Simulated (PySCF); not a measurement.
**[Sm(NH2)4]−: shape, vibrations and bonding**

What shape and bonds does [Sm(NH2)4]− have? It is relaxed from a template within its point group. It is a constructed species; whether it can be made isn't addressed.

The runs use PySCF 2.14.0; PBE0, Sm lcecp-1-SVP with ECP51, N def2-SVP, H def2-SVP; scalar-relativistic core potentials, no spin–orbit coupling.

1 further run of the same task is left out (for a known fault of the program).

## Step 1: Starting geometry

13 atoms, charge -1, spin multiplicity 1.

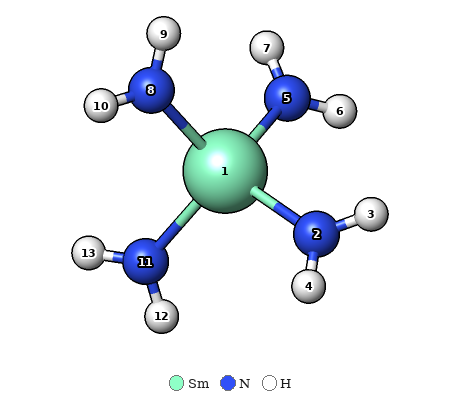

As it starts; samarium green, nitrogen blue, hydrogen white; atoms are numbered from 1 in the order of the file.

Geometry (Å):

| atom | x (Å) | y (Å) | z (Å) |
| --- | --- | --- | --- |
| Sm1 | 0.0000 | 0.0000 | 0.0000 |
| N2 | 1.3289 | 1.3289 | 1.3289 |
| H3 | 1.6696 | 1.0827 | 2.2565 |
| H4 | 1.6696 | 2.2565 | 1.0827 |
| N5 | -1.3289 | -1.3289 | 1.3289 |
| H6 | -1.6696 | -1.0827 | 2.2565 |
| H7 | -1.6696 | -2.2565 | 1.0827 |
| N8 | 1.3289 | -1.3289 | -1.3289 |
| H9 | 1.6696 | -2.2565 | -1.0827 |
| H10 | 1.6696 | -1.0827 | -2.2565 |
| N11 | -1.3289 | 1.3289 | -1.3289 |
| H12 | -1.6696 | 2.2565 | -1.0827 |
| H13 | -1.6696 | 1.0827 | -2.2565 |

Formal oxidation states: Sm +3. Each metal's 5 4f electrons lie in its core potential, so multiplicities, spins and levels count the valence alone.

## Step 2: SCF at the start, singlet

The input, run.py (the lines that set the calculation):

```python
mol = gto.M(atom='''
Sm     0.00000     0.00000     0.00000
N      1.32890     1.32890     1.32890
H      1.66960     1.08270     2.25650
H      1.66960     2.25650     1.08270
N     -1.32890    -1.32890     1.32890
H     -1.66960    -1.08270     2.25650
H     -1.66960    -2.25650     1.08270
N      1.32890    -1.32890    -1.32890
H      1.66960    -2.25650    -1.08270
H      1.66960    -1.08270    -2.25650
N     -1.32890     1.32890    -1.32890
H     -1.66960     2.25650    -1.08270
H     -1.66960     1.08270    -2.25650''',
    basis={'Sm': 'lcecp-1-SVP', 'N': 'def2-SVP', 'H': 'def2-SVP'},
    ecp={'Sm': 'lcecp-1-SVP'},
    charge=-1, spin=0)
mf = dft.RKS(mol, xc='PBE0')
mf.grids.atom_grid = (50, 194)  # f atoms: unpruned, at least (60, 302)
mf = mf.density_fit()  # fitting sets: Sm AutoAux, N def2-universal-JKFIT, H def2-universal-JKFIT
mf.conv_tol = 1e-08; mf.max_cycle = 55
mf.kernel(dm0)  # dm0: free metal ions and neutral atoms
```

The run is started by

```sh
OMP_NUM_THREADS=2 python run.py
```

The program printed:

```text
init E= -264.461291909778
  HOMO = 0.00181032918999805  LUMO = 0.116375234060108  gap/eV = 3.11747
cycle= 1 E= -258.034053534754  delta_E= 6.43  |g|= 0.926  |ddm|= 3.77
  HOMO = -0.122695768809346  LUMO = 0.132325772980657  gap/eV = 6.93949
cycle= 2 E= -257.885564193444  delta_E= 0.148  |g|= 1.22  |ddm|= 1.71
  HOMO = -0.0202087100311498  LUMO = 0.142683689028303  gap/eV = 4.43253
cycle= 3 E= -258.227542258006  delta_E= -0.342  |g|= 0.125  |ddm|= 1.09
  HOMO = -0.0364155231334916  LUMO = 0.137128623640937  gap/eV = 4.72238
cycle= 4 E= -258.231288749041  delta_E= -0.00375  |g|= 0.0231  |ddm|= 0.221
  HOMO = -0.0347890206663821  LUMO = 0.137921696424129  gap/eV = 4.69970
cycle= 5 E= -258.231463344987  delta_E= -0.000175  |g|= 0.002  |ddm|= 0.0499
  HOMO = -0.0349549486268895  LUMO = 0.137863218642764  gap/eV = 4.70262
cycle= 6 E= -258.231464735795  delta_E= -1.39e-06  |g|= 0.000258  |ddm|= 0.00529
  HOMO = -0.0349388162609458  LUMO = 0.137873250568234  gap/eV = 4.70246
cycle= 7 E= -258.231464755387  delta_E= -1.96e-08  |g|= 7.05e-05  |ddm|= 0.000419
  HOMO = -0.0349370365141441  LUMO = 0.137873346154656  gap/eV = 4.70241
cycle= 8 E= -258.231464756919  delta_E= -1.53e-09  |g|= 3.09e-06  |ddm|= 0.000116
  HOMO = -0.0349364597848094  LUMO = 0.13787356674943  gap/eV = 4.70240
Extra cycle  E= -258.231464756919  delta_E= 1.14e-13  |g|= 2.99e-06  |ddm|= 7.39e-06
converged SCF energy = -258.231464756919
```

Run time: 4.1 s. Hardware: 2 threads of Arm Neoverse V2, shared host; peak memory 0.81 GiB.

Read off: E = -258.231465 Eh, HOMO -0.95 eV, LUMO 3.75 eV, Mulliken charge on Sm1 +0.70 e. 

## Step 3: Relaxation, singlet

Steps are kept in the start's point group, D2d.

run.py (the lines that set the calculation): that of step 2 with these lines changed.

```diff
@@ -21,2 +21,3 @@
 mf.conv_tol = 1e-08; mf.max_cycle = 55
-mf.kernel(dm0)  # dm0: free metal ions and neutral atoms
+mf.kernel(dm0)  # dm0: an SCF of this state at this start
+# quasi-Newton relaxation in Cartesian coordinates to a largest gradient under 0.00045 Eh/bohr, steps kept in the point group
```

The run is started by

```sh
OMP_NUM_THREADS=2 python run.py
```

No log is kept here; the results follow.

Run time: 65 s. Hardware: 2 threads of Arm Neoverse V2, shared host.

Along the way:

| step | energy from step 1 (eV) | largest force component (eV/Å) |
| --- | --- | --- |
| 1 | 0.0000 | 0.4118 |
| 2 | -0.0809 | 0.1115 |
| 3 | -0.0919 | 0.2726 |
| 4 | -0.1000 | 0.0969 |
| 5 | -0.1029 | 0.0478 |
| 6 | -0.1071 | 0.0263 |
| 7 | -0.1105 | 0.0375 |
| 8 | -0.1139 | 0.0464 |
| 9 | -0.1163 | 0.0236 |
| 10 | -0.1170 | 0.0101 |
| 11 | -0.1170 | 0.0042 |

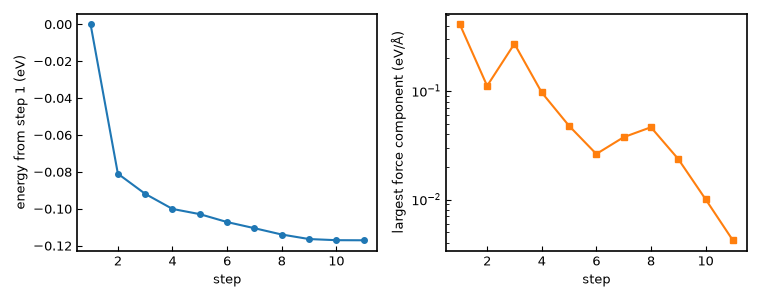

Energy and force, step by step.

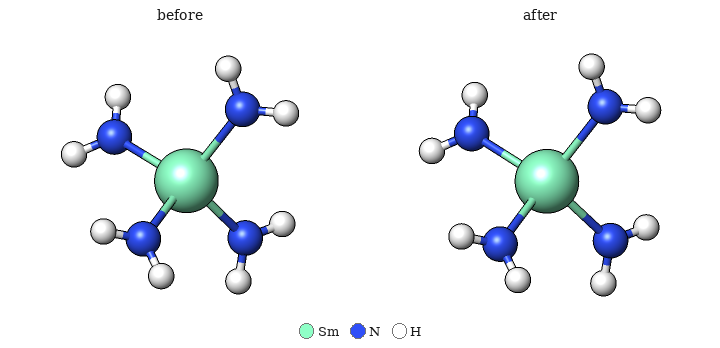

The geometry before (left) and after (right).

Distances of close pairs at the start and the end, largest changes first:

| bond | before (Å) | after (Å) | change (Å) |
| --- | --- | --- | --- |
| Sm1–N2 | 2.302 | 2.313 | +0.011 |
| Sm1–N5 | 2.302 | 2.313 | +0.011 |
| Sm1–N8 | 2.302 | 2.313 | +0.011 |
| Sm1–N11 | 2.302 | 2.313 | +0.011 |
| N2–H3 | 1.018 | 1.022 | +0.003 |
| N2–H4 | 1.018 | 1.022 | +0.003 |
| N5–H6 | 1.018 | 1.022 | +0.003 |
| N5–H7 | 1.018 | 1.022 | +0.003 |

It ends in D2d at E = -258.235765 Eh.

```
Sm    0.00000    0.00000    0.00000
N     1.17178    1.40977    1.40977
H     1.58068    1.16886    2.31441
H     1.58068    2.31441    1.16886
N    -1.17178   -1.40977    1.40977
H    -1.58068   -1.16886    2.31441
H    -1.58068   -2.31441    1.16886
N     1.17178   -1.40977   -1.40977
H     1.58068   -2.31441   -1.16886
H     1.58068   -1.16886   -2.31441
N    -1.17178    1.40977   -1.40977
H    -1.58068    2.31441   -1.16886
H    -1.58068    1.16886   -2.31441
```

## Step 4: Harmonic vibrations

The input, run.py (the lines that set the calculation):

```python
mol = gto.M(atom='''
Sm     0.00000     0.00000     0.00000
N      1.17178     1.40977     1.40977
H      1.58068     1.16886     2.31441
H      1.58068     2.31441     1.16886
N     -1.17178    -1.40977     1.40977
H     -1.58068    -1.16886     2.31441
H     -1.58068    -2.31441     1.16886
N      1.17178    -1.40977    -1.40977
H      1.58068    -2.31441    -1.16886
H      1.58068    -1.16886    -2.31441
N     -1.17178     1.40977    -1.40977
H     -1.58068     2.31441    -1.16886
H     -1.58068     1.16886    -2.31441''',
    basis={'Sm': 'lcecp-1-SVP', 'N': 'def2-SVP', 'H': 'def2-SVP'},
    ecp={'Sm': 'lcecp-1-SVP'},
    charge=-1, spin=0)
mf = dft.RKS(mol, xc='PBE0')
mf.grids.atom_grid = (50, 194)  # f atoms: unpruned, at least (60, 302)
mf = mf.density_fit()  # fitting sets: Sm AutoAux, N def2-universal-JKFIT, H def2-universal-JKFIT
mf.conv_tol = 1e-10; mf.max_cycle = 55
mf.kernel(dm0)  # dm0: the density of the relaxed state
# Hessian and dipole derivatives by central differences of gradients, 0.02 bohr
```

The run is started by

```sh
OMP_NUM_THREADS=2 python run.py
```

No log is kept here; the results follow.

Wall time 79 s (2 threads of Arm Neoverse V2, shared host).

Point group D2d; negative numbers are unstable modes, and those under 60 cm⁻¹ are near the numerical noise:

| cm⁻¹ | km/mol | symmetry |
| --- | --- | --- |
| -146 | 0.0 | a2 |
| 52 | 14.0 | e |
| 52 | 14.0 | e |
| 76 | 0.0 | b2 |
| 89 | 0.0 | b1 |
| 95 | 0.0 | a1 |
| 125 | 2.7 | e |
| 125 | 2.7 | e |
| 201 | 0.0 | b1 |
| 266 | 0.0 | a2 |
| 314 | 37.4 | e |
| 314 | 37.4 | e |
| 337 | 156.5 | e |
| 337 | 156.5 | e |
| 354 | 0.0 | b1 |
| 360 | 247.4 | b2 |
| 360 | 0.0 | a1 |
| 441 | 204.8 | e |
| 441 | 204.8 | e |
| 448 | 172.5 | b2 |
| 471 | 0.0 | a1 |
| 1512 | 22.6 | b2 |
| 1513 | 5.1 | e |
| 1513 | 5.1 | e |
| 1517 | 0.0 | a1 |
| 3506 | 10.5 | b2 |
| 3507 | 11.2 | e |
| 3507 | 11.2 | e |
| 3508 | 0.0 | a1 |
| 3592 | 0.0 | a2 |
| 3593 | 0.0 | b1 |
| 3593 | 10.3 | e |
| 3593 | 10.3 | e |

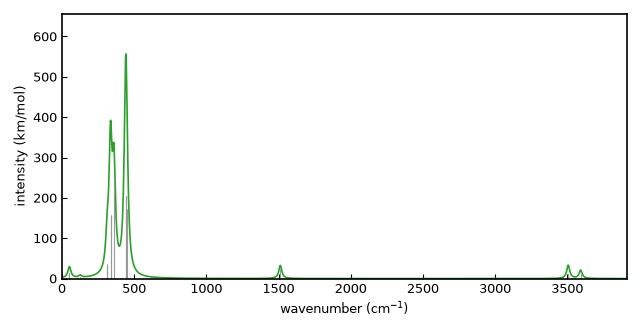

The infrared spectrum from the harmonic lines. Lines are broadened to a width of 25 cm⁻¹ (Lorentzian).

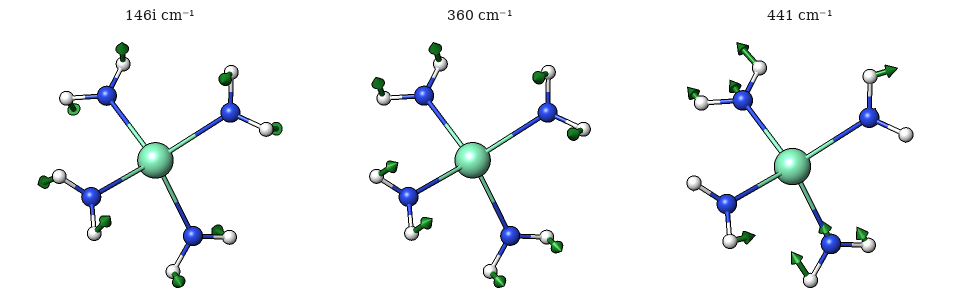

Displacements of 3 modes, as arrows.

## Step 5: Displaced along the imaginary mode

Steps are kept in the start's point group, S4.

The input, run.py (the lines that set the calculation):

```python
mol = gto.M(atom='''
Sm     0.00000     0.00000     0.00000
N      1.17178     1.40941     1.41014
H      1.36610     1.22914     2.42765
H      1.79526     2.20118     1.10859
N     -1.17178    -1.41014     1.40941
H     -1.79526    -1.10859     2.20118
H     -1.36610    -2.42765     1.22914
N      1.17178    -1.40941    -1.41014
H      1.79526    -2.20118    -1.10859
H      1.36610    -1.22914    -2.42765
N     -1.17178     1.41014    -1.40941
H     -1.36610     2.42765    -1.22914
H     -1.79526     1.10859    -2.20118''',
    basis={'Sm': 'lcecp-1-SVP', 'N': 'def2-SVP', 'H': 'def2-SVP'},
    ecp={'Sm': 'lcecp-1-SVP'},
    charge=-1, spin=0)
mf = dft.RKS(mol, xc='PBE0')
mf.grids.atom_grid = (50, 194)  # f atoms: unpruned, at least (60, 302)
mf = mf.density_fit()  # fitting sets: Sm AutoAux, N def2-universal-JKFIT, H def2-universal-JKFIT
mf.conv_tol = 1e-08; mf.max_cycle = 55
mf.kernel(dm0)  # dm0: an SCF of this state at this start
# quasi-Newton relaxation in Cartesian coordinates to a largest gradient under 0.00045 Eh/bohr, steps kept in the point group
```

The run is started by

```sh
OMP_NUM_THREADS=2 python run.py
```

The driver keeps no SCF log for this step, only its results.

Run time: 2.5 min. Hardware: 2 threads of Arm Neoverse V2, shared host.

Step by step:

| step | energy from step 1 (eV) | largest force component (eV/Å) |
| --- | --- | --- |
| 1 | 0.0000 | 1.1920 |
| 2 | -0.1723 | 0.0802 |
| 3 | -0.1757 | 0.0437 |
| 4 | -0.1809 | 0.2816 |
| 5 | -0.1857 | 0.1014 |
| 6 | -0.1969 | 0.1524 |
| 7 | -0.2099 | 0.2626 |
| 8 | -0.2229 | 0.1822 |
| 9 | -0.2309 | 0.1271 |
| 10 | -0.2345 | 0.1137 |
| 11 | -0.2367 | 0.3315 |
| 12 | -0.2417 | 0.1246 |
| 13 | -0.2430 | 0.1480 |
| 14 | -0.2462 | 0.0529 |
| 15 | -0.2474 | 0.0449 |
| 16 | -0.2481 | 0.0505 |
| 17 | -0.2487 | 0.0372 |
| 18 | -0.2493 | 0.0572 |
| 19 | -0.2493 | 0.1190 |
| 20 | -0.2502 | 0.0711 |
| 21 | -0.2504 | 0.0984 |
| 22 | -0.2509 | 0.0419 |
| 23 | -0.2511 | 0.0183 |
| 24 | -0.2512 | 0.0118 |

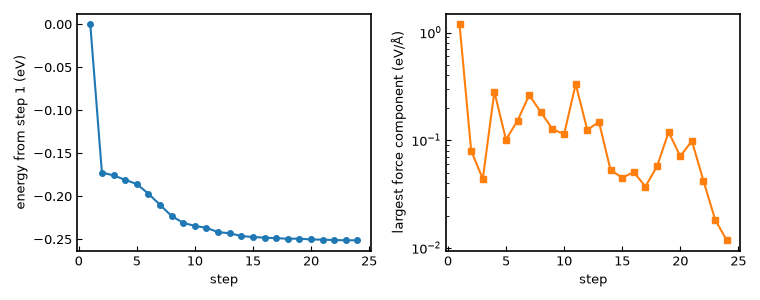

Energy and largest force along the relaxation.

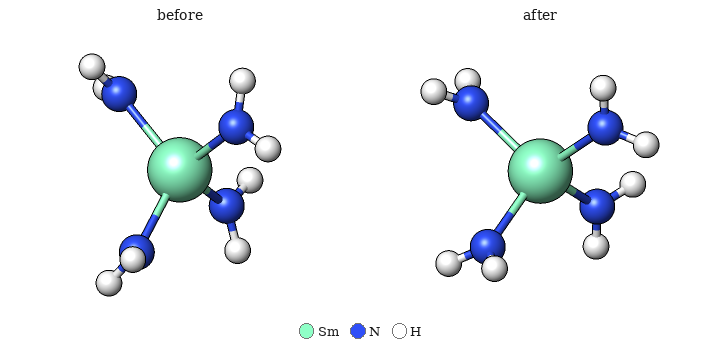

The geometry before (left) and after (right).

Close pairs (by a distance rule), those that changed most:

| bond | before (Å) | after (Å) | change (Å) |
| --- | --- | --- | --- |
| N2–H3 | 1.051 | 1.020 | -0.031 |
| N8–H10 | 1.051 | 1.020 | -0.031 |
| N5–H7 | 1.051 | 1.020 | -0.031 |
| N11–H12 | 1.051 | 1.020 | -0.031 |
| N2–H4 | 1.052 | 1.022 | -0.030 |
| N8–H9 | 1.052 | 1.022 | -0.030 |
| N5–H6 | 1.052 | 1.022 | -0.030 |
| N11–H13 | 1.052 | 1.022 | -0.030 |

It ends in S4 at E = -258.239160 Eh.

```xyz
13
H8N4Sm
Sm    0.0000    0.0000    0.0000
N     1.3807    1.2537    1.3574
H     1.3409    1.4366    2.3603
H     2.2445    1.6964    1.0376
N    -1.3808   -1.3573    1.2537
H    -2.2448   -1.0377    1.6962
H    -1.3405   -2.3604    1.4368
N     1.3807   -1.2537   -1.3574
H     2.2445   -1.6964   -1.0376
H     1.3409   -1.4366   -2.3603
N    -1.3808    1.3573   -1.2537
H    -1.3405    2.3604   -1.4368
H    -2.2448    1.0377   -1.6962
```

## Step 6: Charges, bond orders and levels

The input, run.py (the lines that set the calculation):

```python
mol = gto.M(atom='''
Sm     0.00000     0.00000     0.00000
N      1.38073     1.25372     1.35735
H      1.34087     1.43665     2.36027
H      2.24455     1.69644     1.03765
N     -1.38080    -1.35732     1.25369
H     -2.24481    -1.03774     1.69618
H     -1.34054    -2.36042     1.43685
N      1.38073    -1.25372    -1.35735
H      2.24455    -1.69644    -1.03765
H      1.34087    -1.43665    -2.36027
N     -1.38080     1.35732    -1.25369
H     -1.34054     2.36042    -1.43685
H     -2.24481     1.03774    -1.69618''',
    basis={'Sm': 'lcecp-1-SVP', 'N': 'def2-SVP', 'H': 'def2-SVP'},
    ecp={'Sm': 'lcecp-1-SVP'},
    charge=-1, spin=0)
mf = dft.RKS(mol, xc='PBE0')
mf.grids.atom_grid = (75, 302)  # f atoms: unpruned, at least (60, 302)
mf = mf.density_fit()  # fitting sets: Sm AutoAux, N def2-universal-JKFIT, H def2-universal-JKFIT
mf.conv_tol = 1e-09; mf.max_cycle = 55
mf.kernel(dm0)  # dm0: the density of the relaxed state
```

The run is started by

```sh
OMP_NUM_THREADS=2 python run.py
```

The program printed:

```text
init E= -258.239178112682
  HOMO = -0.0419803189679352  LUMO = 0.138351158088625  gap/eV = 4.90707
cycle= 1 E= -258.239178114719  delta_E= -2.04e-09  |g|= 3.79e-05  |ddm|= 0.000231
  HOMO = -0.0419890293127495  LUMO = 0.13834938720959  gap/eV = 4.90726
cycle= 2 E= -258.239178114259  delta_E= 4.6e-10  |g|= 5.96e-05  |ddm|= 9.14e-05
  HOMO = -0.0419839813909882  LUMO = 0.138350086449552  gap/eV = 4.90714
cycle= 3 E= -258.239178115077  delta_E= -8.19e-10  |g|= 1.39e-06  |ddm|= 5.24e-05
  HOMO = -0.0419841272834627  LUMO = 0.138350041645918  gap/eV = 4.90714
Extra cycle  E= -258.239178115079  delta_E= -2.16e-12  |g|= 1.65e-06  |ddm|= 5.03e-06
converged SCF energy = -258.239178115079
```

It took 29 s on 2 threads of Arm Neoverse V2, shared host.

It gives: E = -258.239178 Eh, HOMO -1.14 eV, LUMO 3.76 eV, Mulliken charge on Sm1 +0.67 e, largest force component 0.012 eV/Å. 

Löwdin charges:

Sm1 0.20; N2 -0.37; H3 0.04; H4 0.04; N5 -0.37; H6 0.04; H7 0.04; N8 -0.37; H9 0.04; H10 0.04; N11 -0.37; H12 0.04; H13 0.04

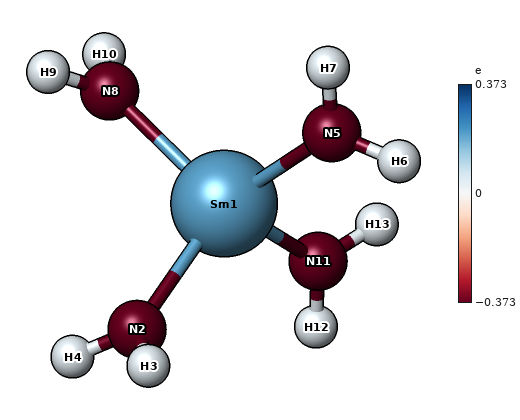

Löwdin charges, as colours on the atoms.

Mulliken charges: Sm1 +0.67, N2 -0.56, H3 +0.07, H4 +0.07, N5 -0.56, H6 +0.07, H7 +0.07, N8 -0.56, H9 +0.07, H10 +0.07, N11 -0.56, H12 +0.07, H13 +0.07 e.

Contacts (the nearest donor of each ligand) and Mayer bond orders:

| contact | distance (Å) | bond order |
| --- | --- | --- |
| Sm1–N2 (NH2) | 2.307 | 0.96 |
| Sm1–N5 (NH2) | 2.307 | 0.96 |
| Sm1–N8 (NH2) | 2.307 | 0.96 |
| Sm1–N11 (NH2) | 2.307 | 0.96 |

Mulliken populations of Sm1 outside the core potential: s 2.26, p 6.48, d 1.52, f 0.07.

The fields below are evaluated on a grid from the run's orbitals.

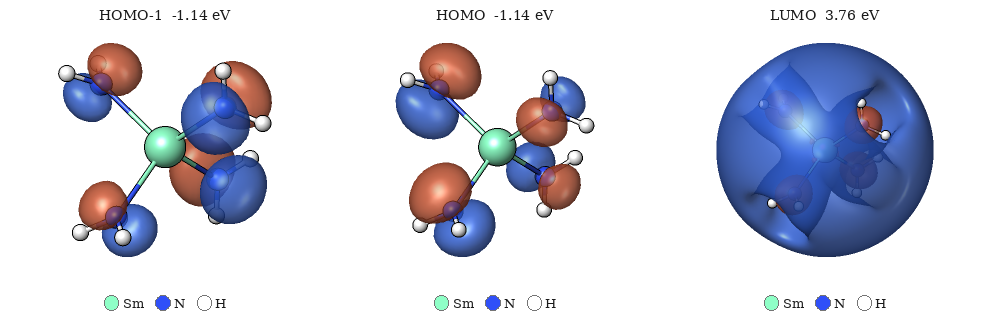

Frontier orbitals at PBE0; each surface holds 70 % of the orbital's density, blue and red mark the sign.

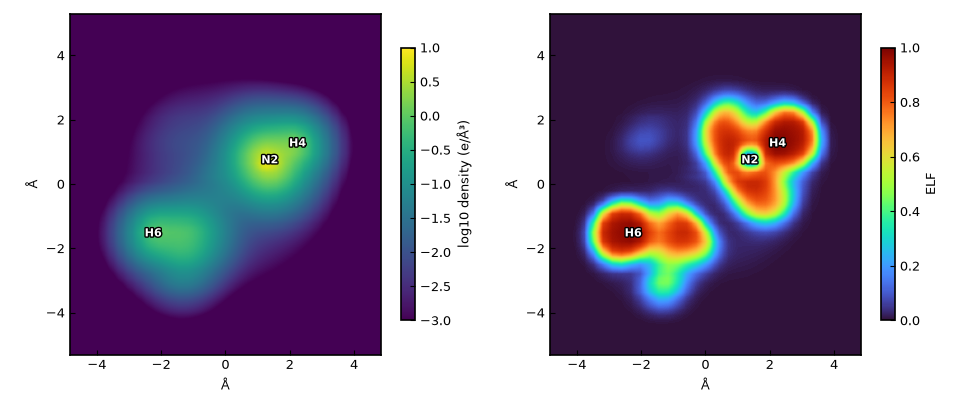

Density (left) and ELF (right) in a plane through or near 3 of the atoms.

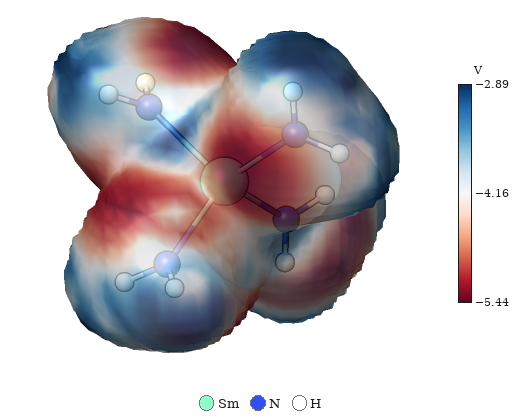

Electrostatic potential on the surface of density 0.002 e/bohr³; red is low, blue high. It runs from -5.44 V near N2 to -2.89 V near H12.

## Step 7: Outcome

```
                                                              quantity                          value
                                                 state and point group     singlet in the valence, S4
                                                 first geometry: modes  -146 to 3593 cm⁻¹, 1 unstable
first geometry: strongest infrared band (modes within 1.5 cm⁻¹ summed)          441 cm⁻¹ (410 km/mol)
                                                 metal–ligand contacts                         2.31 Å
                                                       frontier levels    HOMO -1.14 eV, LUMO 3.76 eV
                                       dipole about the centre of mass                         0.00 D
                                                   mean polarisability                        12.2 Å³
```

At the first geometry 1 mode is unstable, so this structure is a saddle point; the molecule was then pushed along the lowest one and relaxed again. The metal carries +0.20 e by Löwdin's partition against a formal +3, and bond orders to the nearest donors reach 0.96. Both measures hang on the basis. Leaving the first, D2d structure gained 0.09 eV and gave S4. No vibrations are shown for the final structure, so this session doesn't show it to be a minimum. One start shape was tried, so another isomer may lie lower. These are double-zeta-type bases without diffuse functions. Spin–orbit coupling is left out.
